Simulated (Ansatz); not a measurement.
```xyz
9

C     0.2387    1.2316   -0.7752
Sn   -0.0396   -0.7190   -0.0110
O     0.4216   -0.5937    1.8869
Cl   -2.3148   -1.2562   -0.0981
H    -0.0770    1.2719   -1.8169
H    -0.3641    1.9179   -0.1820
H     1.2902    1.5076   -0.6974
H     0.7660   -2.0428   -0.7242
H     0.1672   -1.3635    2.4009
```

Geometry: PBE0-D4/def2-TZVP; core potentials replace the inner electrons of Sn.

These are results of RKS PBE0-D4/def2-TZVPP (Ansatz 0.2.0), not measurements.

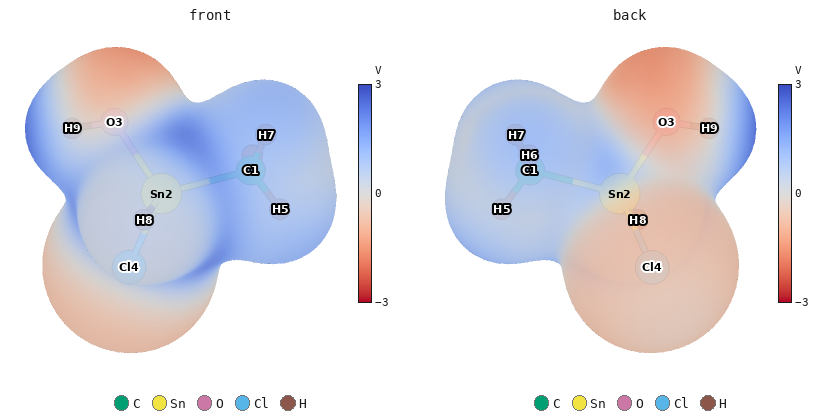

CH$_{5}$ClOSn (SMILES [CH3][SnH]([OH])[Cl]). The molecular electrostatic potential painted on the density surface at 0.002 e/bohr³, seen from the front and from behind; the colour scale runs from red (negative) to blue (positive).

Q: Describe the electrostatic potential map.

A: The most negative region (about −1.5 V) lies over O3, the most positive (about +2.2 V) over Sn2 and H9. O3 is the likeliest acceptor of a hydrogen bond.
